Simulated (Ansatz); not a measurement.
**C₂H₈B₂: basis-set convergence**

How large a basis does C₂H₈B₂ need? Two functionals are run in growing sets.

Computed with Ansatz 0.2.0, Gaussian basis. Level: one geometry, several basis sets.

The runs, in order: PBE0-D4/def2-SVP; ωB97M-V/def2-SVP; PBE0-D4/def2-QZVPP; ωB97M-V/def2-QZVPP; the functionals' def2-TZVPP values are taken from earlier runs.

## (1) The geometry

The geometry comes from an earlier relaxation with PBE0-D4 in a triple-zeta def2 set; it is a stationary point, not always the lowest conformer.

SMILES `BC(B)C`, 12 atoms, charge 0, spin multiplicity 1.

Atoms are counted from 1 here; the program's logs count them from 0.

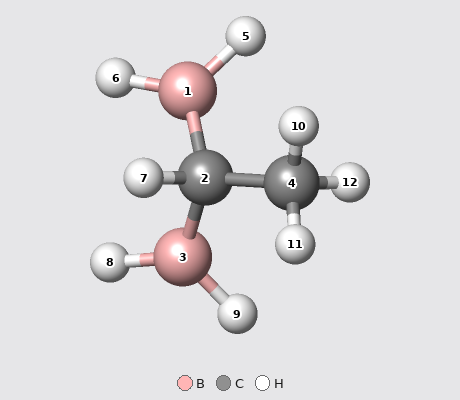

The geometry (boron pink, carbon grey, hydrogen white); atoms are numbered from 1 in the order of the file.

## (2) PBE0-D4 in def2-SVP

File in.yaml:

```yaml
crystal:
  periodic: [false, false, false]
  atoms:
    - {symbol: B, position_ang: [-1.092199, 1.029959, -0.223819]}
    - {symbol: C, position_ang: [0.185918, 0.218970, 0.105212]}
    - {symbol: B, position_ang: [-0.098194, -0.526587, 1.432972]}
    - {symbol: C, position_ang: [0.844965, -0.561839, -1.023755]}
    - {symbol: H, position_ang: [-1.654381, 0.882482, -1.272497]}
    - {symbol: H, position_ang: [-1.532879, 1.811486, 0.567939]}
    - {symbol: H, position_ang: [0.817166, 1.045231, 0.502558]}
    - {symbol: H, position_ang: [-0.427965, 0.081653, 2.409274]}
    - {symbol: H, position_ang: [0.006734, -1.719256, 1.496688]}
    - {symbol: H, position_ang: [1.069751, 0.073251, -1.883964]}
    - {symbol: H, position_ang: [1.777196, -1.034265, -0.705032]}
    - {symbol: H, position_ang: [0.180889, -1.356283, -1.371576]}
basis:
  gaussian: {orbitals: def2-SVP}
hamiltonian: {xc: pbe0, dispersion: d4}
output: {orbitals: {seedname: orbitals}}
```

Run with:

```console
$ ansatz run in.yaml --threads 2 --pin off --events-out ev --progress --plain --max-ram 4352MiB
```

The runs that follow: ωB97M-V in def2-SVP; PBE0-D4 in def2-QZVPP; ωB97M-V in def2-QZVPP.

Q: Predict the results of all the runs planned. Wanted: PBE0-D4: double and triple zeta above quadruple; ωB97M-V: double and triple zeta above quadruple.

The runs gave:

| quantity | value |
| --- | --- |
| PBE0-D4: double and triple zeta above quadruple | 4.05, 0.22 eV |
| ωB97M-V: double and triple zeta above quadruple | 4.35, 0.21 eV |

In words: PBE0-D4 gains 3.83 eV from double to triple zeta, then 0.22 eV more. Total energies overstate the basis error of differences, where much of it tends to cancel.
